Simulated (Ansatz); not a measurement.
One crystal and one scan (energy against volume) at two levels, PBE (plane waves to 420 eV, PAW, scalar-relativistic; Ansatz, a program for electronic structure) and r2SCAN (plane waves to 500 eV, PAW, scalar-relativistic; Ansatz), each from its own relaxed cell and on its own mesh. The cell shown is that of PBE.

La2O3 (A-La2O3 type, space group P-3m1)

```yaml
crystal:
  lattice:
    - [3.94027, 0.00000, 0.00000]
    - [-1.97014, 3.41238, 0.00000]
    - [0.00000, 0.00000, 6.18799]
  atoms:
    - { symbol: La, position: [0.33333, 0.66667, 0.24739] }
    - { symbol: La, position: [0.66667, 0.33333, 0.75261] }
    - { symbol: O, position: [0.00000, 0.00000, 0.00000] }
    - { symbol: O, position: [0.33333, 0.66667, 0.64528] }
    - { symbol: O, position: [0.66667, 0.33333, 0.35472] }
```

The volume is varied about the relaxed value V₀ at fixed cell shape. The atoms relax within the cell's symmetry.

E stands for the smeared free energy. La2O3 is run without spin polarisation. La2O3 was relaxed with its symmetry unable to fall. With the shape held, the modulus is that of even scaling; a crystal free to change shape is softer. Percentages come from the unrounded values.

```tsv
quantity	PBE	r2SCAN	PBE − r2SCAN
Lattice constant a (Å)	3.940	3.935	+0.005 (+0.1 %)
Lattice constant c (Å)	6.188	6.126	+0.062 (+1.0 %)
Relaxed volume (Å³/atom)	16.64	16.43	+0.21 (+1.3 %)
Bulk modulus at fixed cell shape B₀ (third-order Birch-Murnaghan fit) (GPa)	117.8	128.0	-10.2 (-8.0 %)
Pressure derivative B₀′ (fit)	4.4	4.4	0.0
```

PBE gives the higher value for: lattice constant c; relaxed volume. PBE gives the lower value for: bulk modulus at fixed cell shape B₀. They agree on: lattice constant a (within 0.2 %); pressure derivative B₀′ (within 1.5 %). Neither level is exact: the differences show how much the result hangs on the functional.

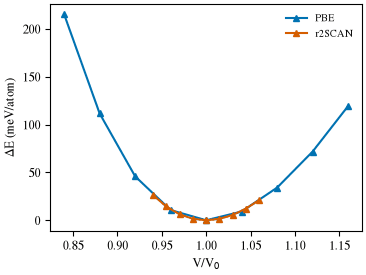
Fig. 1. ΔE, each from the relaxed starting cell of its own level.

(A scan under strain: stresses follow from slopes of the energy per volume, elastic moduli from its curvatures.)
